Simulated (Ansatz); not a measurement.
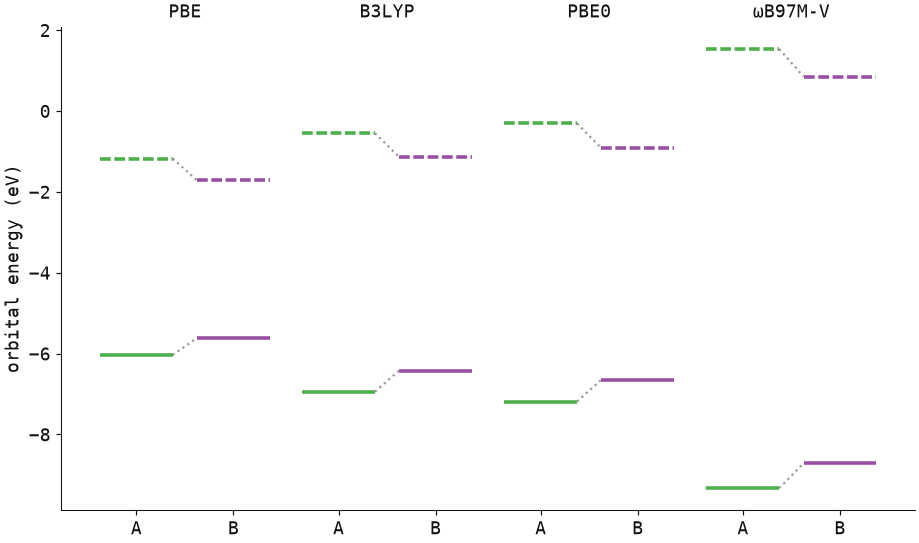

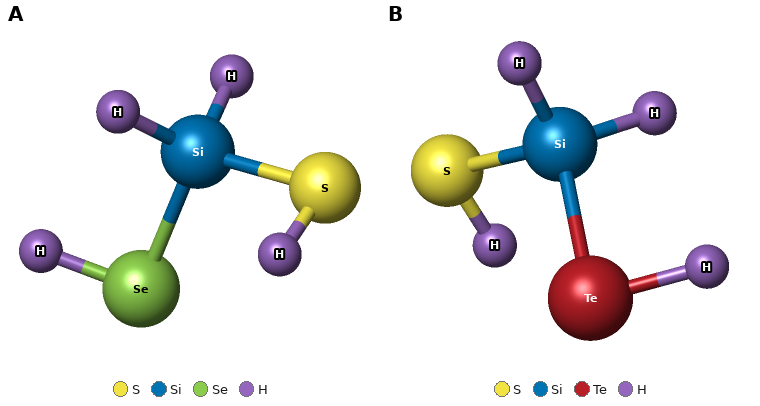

One change: A, SiH₄SeS (SMILES S[SiH2][SeH]), becomes B, SiH₄TeS (SMILES S[SiH2][TeH]). SeH on Si is replaced by TeH. HOMO (solid) and LUMO (dashed) computed in def2-TZVPP at PBE0-D4/def2-TZVP geometries, both minima by their frequencies, gas phase, the Ansatz code 0.2.0. Empty levels above zero depend strongly on the basis.

Q: What does the change do to HOMO and LUMO?

A: PBE: the HOMO rises by 0.42 eV, the LUMO falls by 0.54 eV, and the separation goes from 4.86 to 3.90 eV. B3LYP: the HOMO rises by 0.52 eV, the LUMO falls by 0.59 eV, and the separation goes from 6.39 to 5.28 eV. PBE0: the HOMO rises by 0.54 eV, the LUMO falls by 0.61 eV, and the separation goes from 6.88 to 5.73 eV. ωB97M-V: the HOMO rises by 0.62 eV, the LUMO falls by 0.68 eV, and the separation goes from 10.87 to 9.57 eV.

Q: Do the functionals agree on the effect?

A: They agree on the direction for both levels; the HOMO shift lies between 0.42 and 0.62 eV and the LUMO shift between −0.68 and −0.54 eV, while the separations themselves differ by up to 6.0 eV between functionals.

Known limits of this run: core potentials past krypton; spin-orbit coupling is left out, and with Te it can shift these values.
